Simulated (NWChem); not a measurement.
**C3H2N (SMILES [H]/N=[C]/C#C) at 5 levels**

Wanted: a comparison of 5 runs (UHF/STO-3G, UHF/3-21G, UHF/6-31G**, UB3LYP/6-31G*) of C3H2N. 

The results are computed with NWChem 7.3.0.

### 1 The molecule

C3H2N has 6 atoms, charge 0, and is taken as a doublet. As SMILES, `[H]/N=[C]/C#C`. The coordinates come from a GFN2-xTB relaxation.

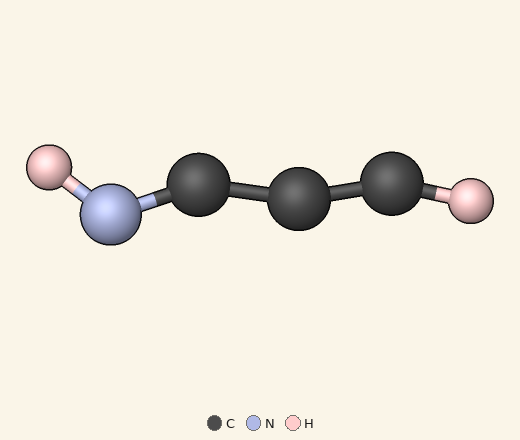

Viewed from a chosen angle; carbon dark grey, nitrogen light blue, hydrogen pink.

### 2 Energy and forces at UHF/STO-3G (run 1)

run.nw

```
start run
memory total 2200 mb
charge 0

geometry units angstroms noautosym nocenter noautoz
C        1.528910       0.134890      -0.963860
C        0.565090       0.019690      -0.201230
C       -0.667520      -0.028160       0.262280
N       -1.483520      -0.174770       1.162930
H        2.538190       0.156530      -1.256720
H       -2.481150      -0.108170       0.996590
end

basis spherical bse
* library STO-3G
end

scf
doublet
uhf
thresh 1e-08
maxiter 80
print low
end

task scf gradient
```

Launch:

```bash
$ nwchem run.nw > run.out
```

What it wrote:

```text
[...]
  functions       =    22
[...]
  wavefunction    = UHF
[...]
         Total SCF energy =   -166.930154151031
      One electron energy =   -392.136552367601
      Two electron energy =    141.426200365936
 Nuclear repulsion energy =     83.780197850635
                       Sz =      0.5000
                 Sz(Sz+1) =      0.7500
                      S^2 =      1.6144
[...]
                         UHF ENERGY GRADIENTS
    atom               coordinates                        gradient
                 x          y          z           x          y          z
   1 C       2.889221   0.254905  -1.821431   -0.018006  -0.002944   0.018368
   2 C       1.067865   0.037209  -0.380270    0.004489   0.002358  -0.012878
   3 C      -1.261430  -0.053215   0.495637   -0.034132  -0.015336   0.085040
   4 N      -2.803446  -0.330267   2.197619    0.036219   0.021771  -0.118649
   5 H       4.796484   0.295799  -2.374856   -0.018929  -0.000645   0.006649
   6 H      -4.688694  -0.204412   1.883282    0.030359  -0.005204   0.021470
 Task  times  cpu:        1.6s     wall:        1.6s
 Total times  cpu:        1.6s     wall:        1.6s
```

It took 2.1 s on 1 thread of Intel Xeon Platinum 8488C (Sapphire Rapids), shared host; peak memory 0.099 GiB.

### 3 Energy and forces at UHF/3-21G (run 2)

mymol.xyz

```xyz
6

C      1.528910     0.134890    -0.963860
C      0.565090     0.019690    -0.201230
C     -0.667520    -0.028160     0.262280
N     -1.483520    -0.174770     1.162930
H      2.538190     0.156530    -1.256720
H     -2.481150    -0.108170     0.996590
```

run.py

```python
from ase.io import read
from ase.calculators.nwchem import NWChem

mol = read('mymol.xyz')

calc = NWChem(
    label='mymol',
    theory='scf',
    memory='2200 mb',
    basis='3-21G',
    basispar='spherical bse',
    scf={'nopen': '1', 'uhf': None, 'thresh': '1e-08', 'maxiter': '80'},
)
mol.calc = calc

forces = mol.get_forces()
print("Total energy (eV):", round(mol.get_potential_energy(), 6))
print("forces (eV/A):")
for s, f in zip(mol.symbols, forces):
    print(f"{s:2s} {f[0]:10.5f} {f[1]:10.5f} {f[2]:10.5f}")
```

Launch:

```bash
$ export ASE_NWCHEM_COMMAND="nwchem PREFIX.nwi > PREFIX.nwo"
$ python run.py
```

What it wrote:

```text
Total energy (eV): -4575.1971
forces (eV/A):
C     1.06495    0.07117   -0.56143
C    -0.68556   -0.02057    0.22477
C     0.62534    0.17252   -0.99306
N    -1.23578   -0.29547    1.73992
H     0.16944    0.02139   -0.13575
H     0.06155    0.05091   -0.27444
```

The calculator wrote mymol.nwi:

```
title "mymol"

permanent_dir mymol

scratch_dir mymol

start mymol

geometry units angstrom nocenter noautosym noautoz
  C  1.5289100000000000e+00 1.3489000000000001e-01 -9.6386000000000005e-01
  C  5.6508999999999998e-01 1.9689999999999999e-02 -2.0122999999999999e-01
  C  -6.6752000000000000e-01 -2.8160000000000001e-02 2.6228000000000001e-01
  N  -1.4835199999999999e+00 -1.7477000000000001e-01 1.1629300000000000e+00
  H  2.5381900000000002e+00 1.5653000000000000e-01 -1.2567200000000001e+00
  H  -2.4811500000000000e+00 -1.0817000000000000e-01 9.9658999999999998e-01
end

memory 2200 mb

basis spherical bse noprint
   * library 3-21G
end

scf
  nopen 1
  uhf
  thresh 1e-08
  maxiter 80
end

task scf gradient
```

mymol.nwo:

```text
Northwest Computational Chemistry Package (NWChem) 7.3.0
             --------------------------------------------------------

           Job information
           ---------------

    nwchem branch   = 7.3.0
    use scalapack   = T
    input           = mymol.nwi
    prefix          = mymol.
    data base       = mymol/mymol.db
    status          = startup
    nproc           =        1

           Memory information
           ------------------

[... 5 lines left out ...]
    hardfail = no
[... 39 lines left out ...]
            Nuclear Dipole moment (a.u.)
[... 80 lines left out ...]
 2-e energy   =     137.201456
[... 17 lines left out ...]
  ga_iter_lsolve: convergence stagnant ... aborting solve
[... 13 lines left out ...]
      One electron energy =   -391.950196769793
[... 9 lines left out ...]
          Final alpha eigenvalues
[... 235 lines left out ...]
                     UHF Final Beta Molecular Orbital Analysis
[... 246 lines left out ...]
                 ----------------------------------------
                 |  Time  |  1-e(secs)   |  2-e(secs)   |
                 ----------------------------------------
                 |  CPU   |       0.00   |       0.12   |
                 ----------------------------------------
                 |  WALL  |       0.00   |       0.12   |
                 ----------------------------------------

 Task  times  cpu:        2.6s     wall:        2.6s
 Total times  cpu:        2.7s     wall:        2.7s
```

Wall time 3.9 s (1 thread of Intel Xeon Platinum 8488C (Sapphire Rapids), shared host); peak memory 0.099 GiB.

Runs 3 to 4 aren't shown in full; the table further down has their settings and results.

### 4 Energy and forces at UB3LYP/6-31G(d) (Cartesian functions) (run 5)

work.nw

```
start work
title "C3H2N"
memory 2200 mb
geometry units bohr noautosym nocenter noautoz
   C    2.88922117   0.25490516  -1.82143142
   C    1.06786534   0.03720871  -0.38026959
   C   -1.26142998  -0.05321469   0.49563737
   N   -2.80344650  -0.33026743   2.19761920
   H    4.79648395   0.29579883  -2.37485662
   H   -4.68869397  -0.20441167   1.88328216
end
basis cartesian
   * library 6-31G*
end
dft
   xc b3lyp
   mult 2
   grid xfine
   convergence energy 1e-08
   maxiter 100
   mulliken
   noprint "final vectors analysis"
end
task dft gradient
```

Launch:

```bash
$ nwchem work.nw > work.out
```

What it wrote:

```text
[...]
          Wavefunction type:  spin polarized.
          No. of atoms     :     6
          No. of electrons :    27
[...]
          Charge           :     0
          Spin multiplicity:     2
[...]
          AO basis - number of functions:    64
[...]
              XC Information
              --------------
                         B3LYP Method XC Potential
                     Hartree-Fock (Exact) Exchange  0.200
                        Slater Exchange Functional  0.800 local
                    Becke 1988 Exchange Functional  0.720 non-local
              Lee-Yang-Parr Correlation Functional  0.810
                  VWN I RPA Correlation Functional  0.190 local
[...]
 d= 0,ls=0.0,diis     1   -170.0570260715 -2.54D+02  9.64D-03  1.47D-01     2.5
[...]
 d= 0,ls=0.0,diis    15   -170.1180939335 -3.29D-09  6.64D-07  1.28D-10    39.5
[...]
         Total DFT energy =     -170.118093933511
      One electron energy =     -394.009901845088
           Coulomb energy =      163.929895065284
    Exchange-Corr. energy =      -23.818279020850
 Nuclear repulsion energy =       83.780191867143
[...]
      <S2> =      0.7687 (Exact =     0.7500)
[...]
  wavefunction    = open shell
                         DFT ENERGY GRADIENTS
    atom               coordinates                        gradient
                 x          y          z           x          y          z
   1 C       2.889221   0.254905  -1.821431    0.000677  -0.000496   0.002588
   2 C       1.067865   0.037209  -0.380270   -0.010024  -0.001134   0.007640
   3 C      -1.261430  -0.053215   0.495637    0.013290  -0.000810   0.001662
   4 N      -2.803447  -0.330267   2.197619    0.004028   0.004043  -0.021481
   5 H       4.796484   0.295799  -2.374857   -0.014574  -0.000259   0.003824
   6 H      -4.688694  -0.204412   1.883282    0.006603  -0.001343   0.005766
[...]
```

Wall time 44 s (1 thread of Intel Xeon Platinum 8488C (Sapphire Rapids), shared host); peak memory 0.13 GiB.

### 5 Overview of the runs

| run | level | iteration cap | module | energy (Eh) | ⟨S²⟩ | largest force (eV/Å) | wall time |
| --- | --- | --- | --- | --- | --- | --- | --- |
| 1 | UHF/STO-3G | 80 | scf | -166.930154 | 1.614 | 6.477 | 2.1 s |
| 2 | UHF/3-21G | 80 | scf | -168.135394 | 1.391 | 2.154 | 3.9 s |
| 3 | UHF/6-31G** (spherical functions) | 80 | scf | -169.083992 | 1.339 | 2.084 | 18 s |
| 4 | UB3LYP/6-31G* (spherical functions) | 100 | dft | -170.113958 | 0.769 | 1.149 | 39 s |
| 5 | UB3LYP/6-31G* (Cartesian functions) | 100 | dft | -170.118094 | 0.769 | 1.143 | 44 s |

### 6 Outcome

```
                       quantity          value
            run 5: total energy  -170.11809 Eh
           run 5: dipole moment         0.89 D
                    run 5: ⟨S²⟩          0.769
run 5: largest force on an atom     1.143 eV/Å
```

**Reading.** Over runs 2, 3, 4, 5 the dipole moment (its size) runs from 0.89 D (UB3LYP/6-31G*) to 1.45 D (UHF/3-21G). The two ends differ in method and basis. In run 1 the basis is minimal, so the values are rough. Spin contamination of the reference: run 1 ⟨S²⟩ = 1.61, run 2 ⟨S²⟩ = 1.39, run 3 ⟨S²⟩ = 1.34. Where it is this large, the reference is a mixture of spin states, and values that rest on it are in doubt. All runs together took 1.8 min, the longest 44 s.
